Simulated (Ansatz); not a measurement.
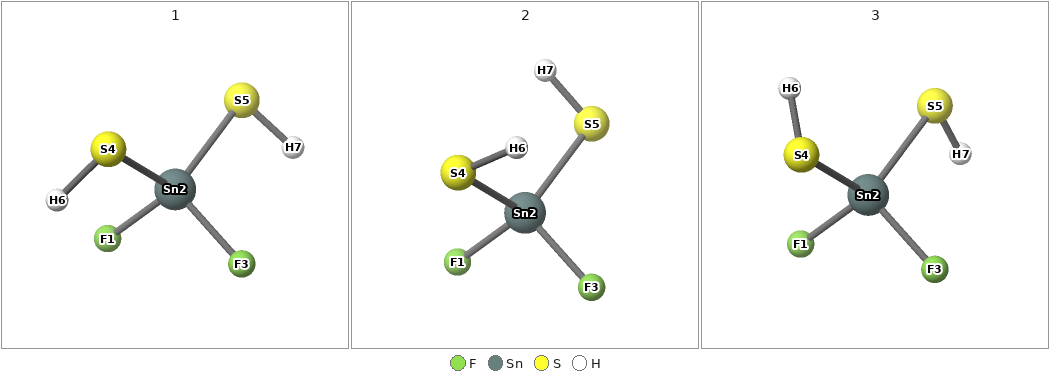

F₂H₂S₂Sn, SMILES [F][Sn]([F])([SH])[SH]. 
- First axis: dihedral S4–Sn2–S5–H7. Second axis: dihedral S5–Sn2–S4–H6.
- Nothing is relaxed (all other coordinates rigid).
- The grid has 12 × 12 points.
- Energies: kJ/mol, counted from the lowest grid point.
- All numbers below come from RHF/def2-TZVP in Ansatz 0.2.0.

The numbered pictures are structures from this grid.

Q: Rank them by energy, lowest first.

A: 1, at dihedral S4–Sn2–S5–H7 = 150°, dihedral S5–Sn2–S4–H6 = 150°: 0.0 kJ/mol; 2, at dihedral S4–Sn2–S5–H7 = −30°, dihedral S5–Sn2–S4–H6 = −60°: 2.2 kJ/mol; 3, at dihedral S4–Sn2–S5–H7 = −180°, dihedral S5–Sn2–S4–H6 = 30°: 5.6 kJ/mol.

The map, with the structures marked:

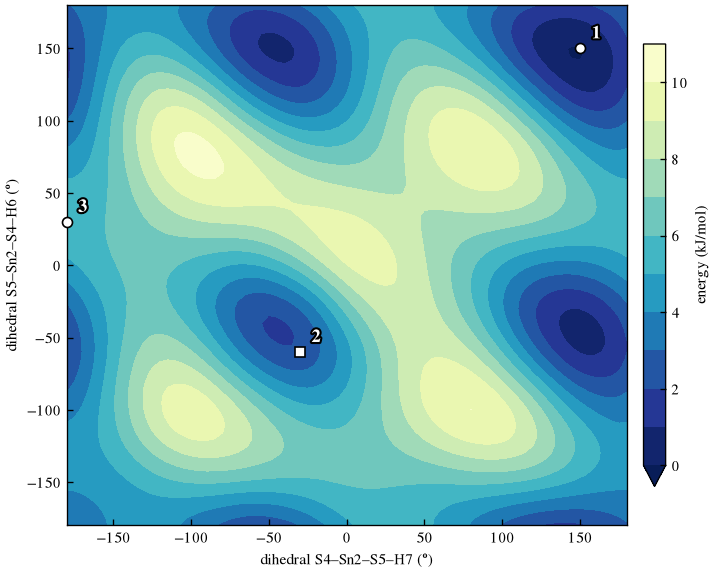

Drawn: filled contours. Between grid points the surface is interpolated.
